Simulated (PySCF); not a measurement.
CH$_{3}$O (doublet)

Input

```
{"job": {"kind": "sp", "xc": "wB97X", "basis": "ma-def2-TZVP", "d3": "d3bj", "grid": 2}, "charge": 0, "multiplicity": 2}
C     -0.033480    -0.044639    -0.075246
O      1.314811    -0.113429    -0.098229
H     -0.289640     0.405107     0.913901
H     -0.461540     0.634706    -0.839474
H     -0.531353    -1.035275    -0.092370
```

Launched as:

```sh
OMP_NUM_THREADS=1 python redox_run.py task.json out
```

Geometry: PBE0-D3(BJ)/ma-def2-SVP.

Method: DFT single point, gas phase, functional wB97X (PySCF).

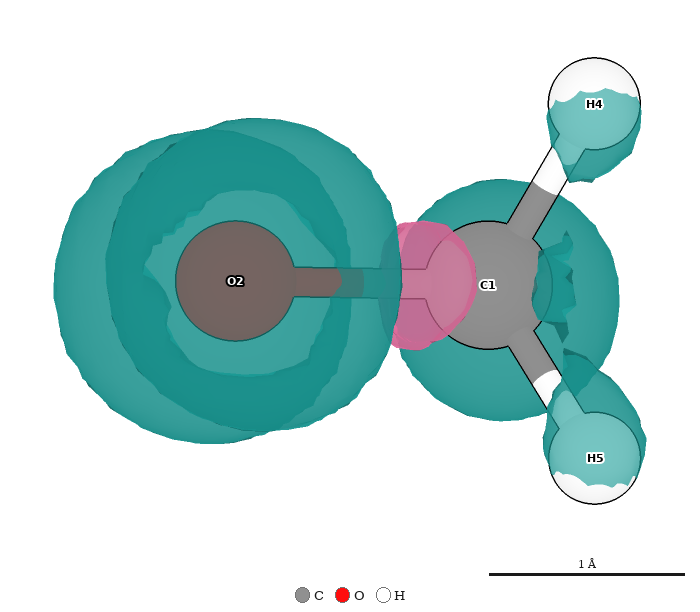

Figure 1. Isosurfaces of the spin density (α minus β) at +0.03 (teal) and −0.03 e/Å³ (pink), seen at a tilt.

Question: Which atoms carry the spin?

Answer: The unpaired spin (1 electron) lies mostly on O2 (about 0.8) and H3 (about 0.1), in electrons by Hirshfeld's partition.

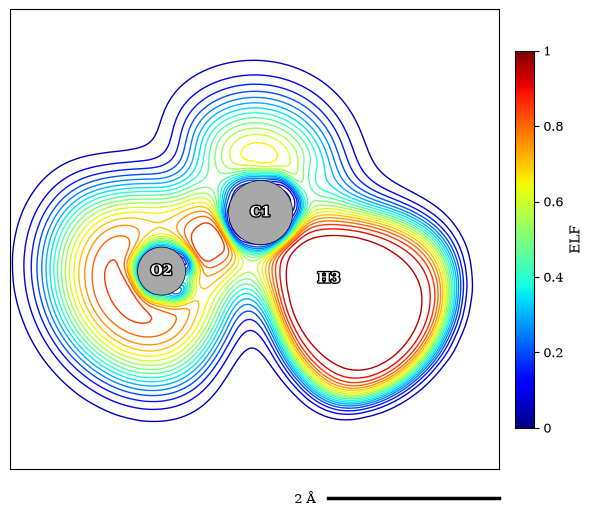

Figure 2. ELF on the plane of atoms O2, C1 and H3. Grey discs cover the atomic cores.

Question: Read the bonding off the picture.

Answer: The section cuts through C, O and H sites. C–O (1.35 Å): the ELF peaks at about 0.90 between the atoms; a shared but strongly polarised pair. C–H (1.12 Å): the ELF climbs to about 1 towards the hydrogen, as it does in any bond to H (a covalent bond by its length). The ELF also peaks beside O2, away from the bonds: non-bonding electrons, paired or unpaired.

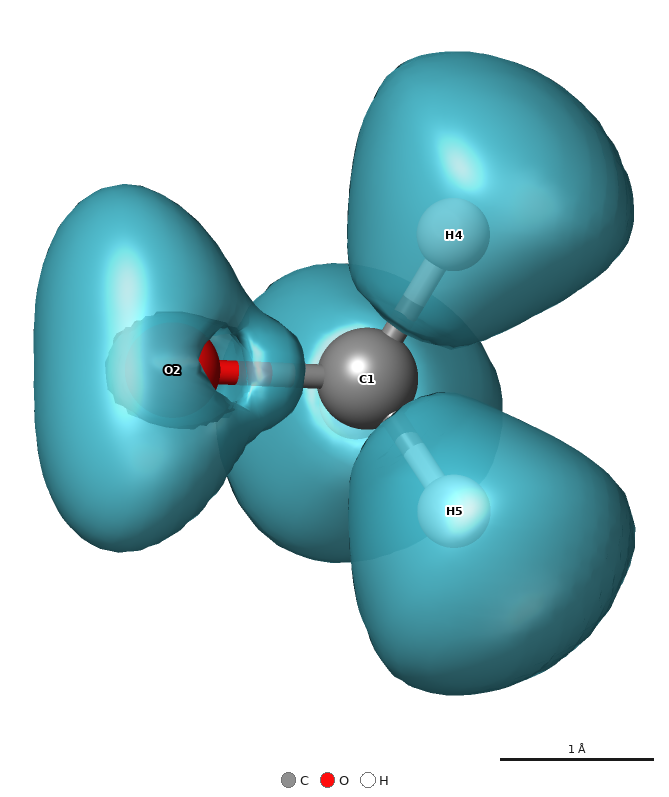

Figure 3. Isosurface of the ELF at 0.75 (cyan), seen at a tilt. Only the valence region is drawn (cores and ρ < 0.01 e/Å³ removed).

Question: Describe the localisation domains.

Answer: The ELF exceeds this value in three regions around hydrogen nuclei and one region on O in which the atom's valence shell and bonds are merged. Profiles from the grid: C–H (1.11 Å): the ELF climbs to about 1 towards the hydrogen; an ordinary covalent bond to hydrogen.
